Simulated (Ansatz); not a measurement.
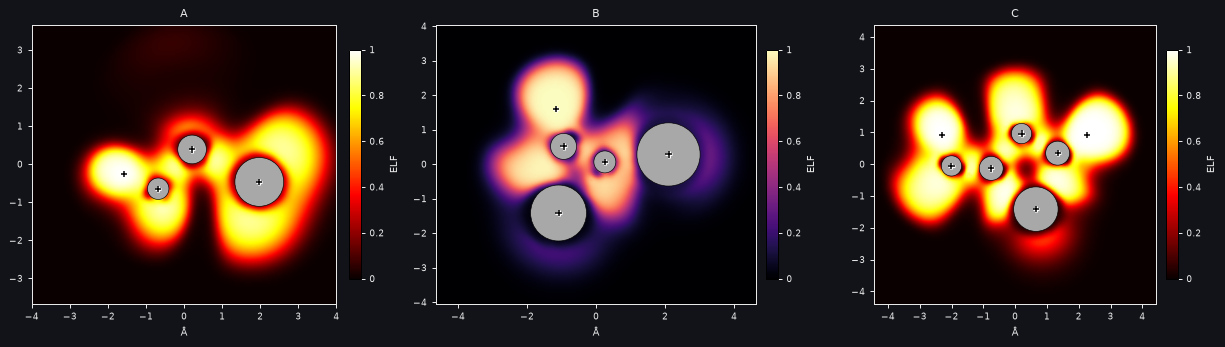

The ELF of 3 systems, each on a plane through atoms (crosses mark nuclei in the plane; grey discs cover the cores).

All numbers below come from RKS PBE0-D4/def2-TZVPP (Ansatz).

System 1: C2H4N2Si (SMILES N=C1N=C[SiH2]1), the plane of atoms Si5, C4 and H7. Geometry: PBE0-D4/def2-TZVP.

| atom | x (Å) | y (Å) | z (Å) |
| --- | --- | --- | --- |
| N | -0.1400 | 2.0696 | 0.5354 |
| C | 0.0087 | 0.8798 | 0.1717 |
| N | 0.9726 | 0.3613 | -0.7811 |
| C | 0.7058 | -0.9020 | -0.7919 |
| Si | -0.7040 | -0.8583 | 0.4623 |
| H | 0.5351 | 2.6732 | 0.0567 |
| H | 1.2723 | -1.5813 | -1.4250 |
| H | -2.0748 | -1.1691 | -0.0209 |
| H | -0.4874 | -1.5196 | 1.7757 |

System 2: CH2BrIO2 (SMILES OC(O)(Br)I), the plane of atoms O3, C2 and Br4. Geometry: PBE0-D4/def2-TZVP; core potentials replace the inner electrons of I.

```xyz
7

O    -0.7172    0.1484    0.9880
C    -0.0523    0.1308   -0.1998
O     0.9009   -0.8390   -0.2838
Br   -1.2659   -0.2196   -1.6995
I     0.8010    2.1258   -0.3934
H    -1.1338   -0.7180    1.1047
H     1.5285   -0.6966    0.4381
```

System 3: CH5AlGaN, the plane of atoms N3, C2 and H7. Geometry: PBE0-D4/def2-TZVP.

```tsv
atom	x (Å)	y (Å)	z (Å)
Al	0.2226	1.7055	-0.2448
C	1.2351	0.1349	-0.7498
N	0.2133	-0.2880	-0.1096
Ga	-0.8423	-1.6367	0.6118
H	-0.8393	2.2772	-1.2738
H	0.5933	2.4321	1.1147
H	1.9863	-0.5539	-1.1551
H	-0.5599	-1.9596	2.1067
H	-2.0090	-2.1116	-0.3002
```

> Match each panel to its system.

Panel A is system 2, CH2BrIO2: the plane holds C, O, Br and H. C–O (1.36 Å): the ELF peaks at about 0.90 between the atoms: a polar covalent bond. Panel B is system 3, CH5AlGaN: the plane holds Al, C, N, Ga and H. C–N (1.28 Å): the ELF peaks at about 0.90 between the atoms, as expected for localised, covalent bonding. Panel C is system 1, C2H4N2Si: the plane holds N, C, Si and H. C–N (1.25 Å): the ELF peaks at about 0.90 between the atoms: a multiple bond.
